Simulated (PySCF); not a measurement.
## Electronic structure of BeN (quartet) in real space

```xyz
2

Be    0.0000    0.0000   -0.9765
N     0.0000    0.0000    0.6285
```

The calculation used PBE0/pcseg-2, non-relativistic, at a bond length of 1.605 Å in PySCF 2.14.0.

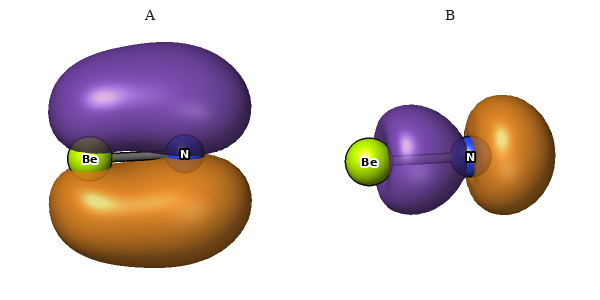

Figure 1. Two frontier β-spin orbitals, each drawn at the value that holds 80 % of its norm (orange and purple are the two phases), in no order; of a degenerate pair one member is drawn.

Label each orbital by symmetry, say whether it is occupied, and order them by energy.

Orbital B: σ, occupied in this spin, −8.18 eV; mainly on N (80 %).
Orbital A: π, empty in this spin, −3.32 eV; bonding, with no node between the atoms.

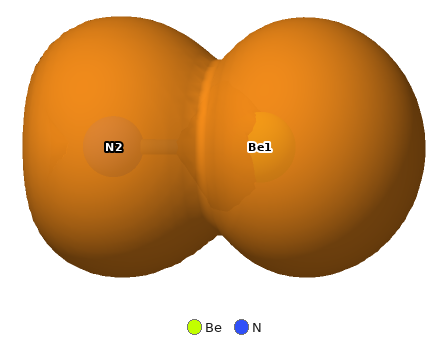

Figure 2. Isosurface of the spin density (α minus β) at +0.03 e/Å³ (orange), seen from one side.

Describe the spin distribution.

The unpaired spin (3 electrons) lies mostly on N2 (about 1.8) and Be1 (about 1.2), in electrons by Hirshfeld's partition.

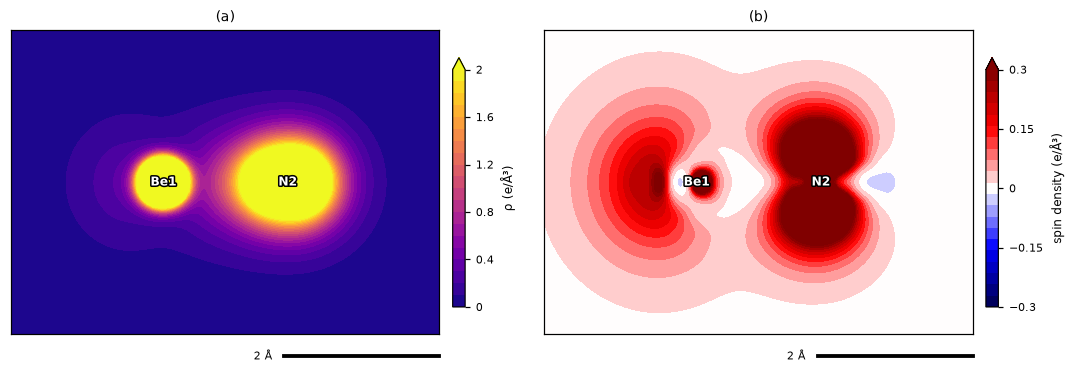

Figure 3. (a) electron density; (b) spin density on a plane that holds the molecular axis.

What do the fields say about this system?

The section cuts through Be and N sites.
Be–N (1.60 Å): ρ at the midpoint is about 1.2 e/Å³.
